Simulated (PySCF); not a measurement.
The calculation's input:

```
{"job": {"kind": "uv", "xc": "PBE0", "basis": "def2-SVPD", "nstates": 8, "ntriplets": 3}, "charge": 0, "multiplicity": 1}
Si     2.442971     0.136709     0.002752
N      0.908319    -0.499927     0.459545
C     -0.289244     0.275860     0.447395
C     -1.527336    -0.384081     1.020487
C     -2.193178    -0.278835    -0.126384
Cl    -3.772934    -0.683087    -0.625606
C     -1.087543     0.376956    -0.900360
H      2.650680     1.317226     0.839639
H      3.371884    -0.952436     0.285662
H      2.549706     0.537618    -1.409089
H      0.721531    -1.470469     0.254131
H     -0.069713     1.255864     0.875633
H     -1.747461    -0.784483     1.990511
H     -1.292675     1.383787    -1.257544
H     -0.669420    -0.222715    -1.706030
```

Launched as:

```sh
OMP_NUM_THREADS=1 python probes_run.py task.json out
```

Geometry: GFN2-xTB.

The calculation used PBE0/def2-SVPD, SCF density, gas phase (PySCF).

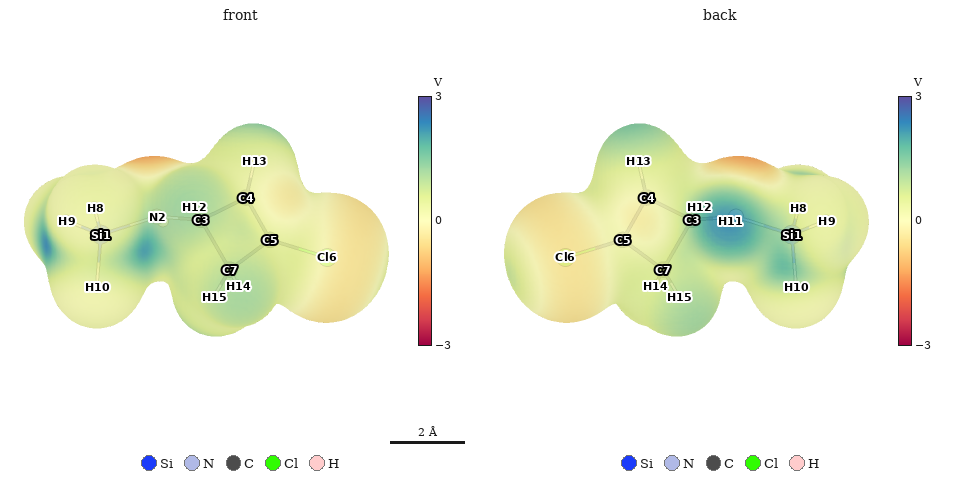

C4H8ClNSi. The electrostatic potential painted on the density surface at 0.004 e/bohr³, seen from the front and from behind; the colour scale runs from red (negative) to blue (positive).

Describe the electrostatic potential map.

Answer. The most negative region (about −1.1 V, or −25 kcal/mol for a unit charge) lies over N2, the most positive (about +2.2 V, or +51 kcal/mol for a unit charge) over Si1 and H11. Cl6 shows a σ-hole: about +0.8 V, or +18 kcal/mol for a unit charge at the tip opposite its bond, against about −0.4 V, or −9 kcal/mol for a unit charge on its flanks. N2 is the likeliest acceptor of a hydrogen bond.
